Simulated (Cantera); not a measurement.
A closed system holds: 1 mol NiS, a varied amount of H₂, 18 mol N₂, at 1900 K and 7.50 Torr.

Cantera equilibrium calculation (NASA polynomials, part measured and part estimated; ideal gas, pure solids and liquids). Candidate condensed phases: Ni, NiS, NiS₂, Ni₃S₂, Ni₃S₄, S; 17 gas species. Equilibrium is a limit: real reactors are often held back by kinetics, nucleation or transport.

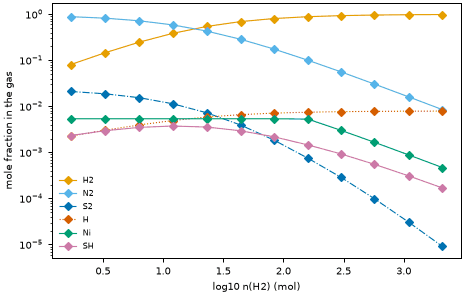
Figure: Equilibrium gas composition (values under 1e-9 drawn at 1e-9)

From 1.7 mol H₂ to 83 mol H₂ the condensed part is Ni(l). From 160 mol H₂ to 2100 mol H₂ nothing is condensed. The main Ni-bearing gas is Ni throughout.
